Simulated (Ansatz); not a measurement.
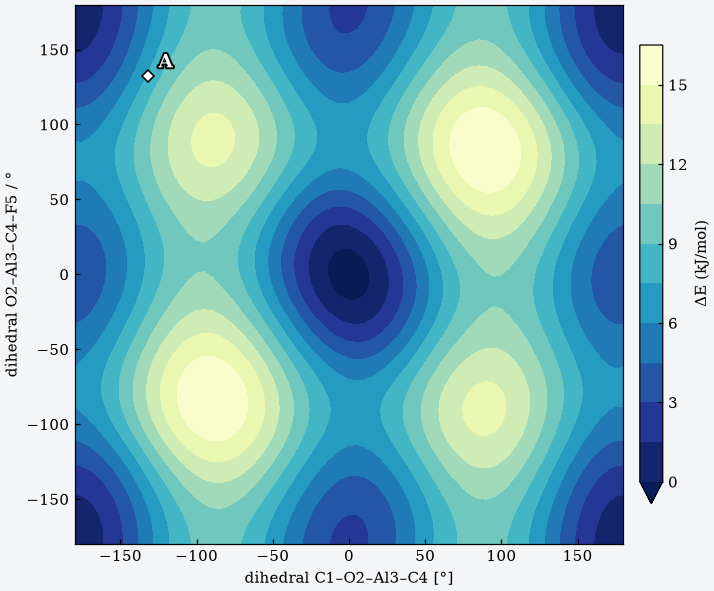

C₂H₆AlFO, SMILES C[O][AlH][CH2]F. 
- The first coordinate is: dihedral C1–O2–Al3–C4; the second: dihedral O2–Al3–C4–F5.
- Nothing is relaxed (all other coordinates rigid).
- Grid: 15 × 15 points.
- Points are written as (first, second).
- Energies: kJ/mol, counted from the lowest grid point.
- All numbers below come from Ansatz, RHF/def2-SVP.

The picture shows filled contours, the point A. Between grid points the surface is interpolated.

Q: Is A at rest? If not, where is it pushed?

A: A, at (−132°, 132°), is not a stationary point. The computed force is 0.16 kJ/mol for each degree towards smaller values of dihedral C1–O2–Al3–C4 and 0.076 kJ/mol for each degree towards larger values of dihedral O2–Al3–C4–F5.
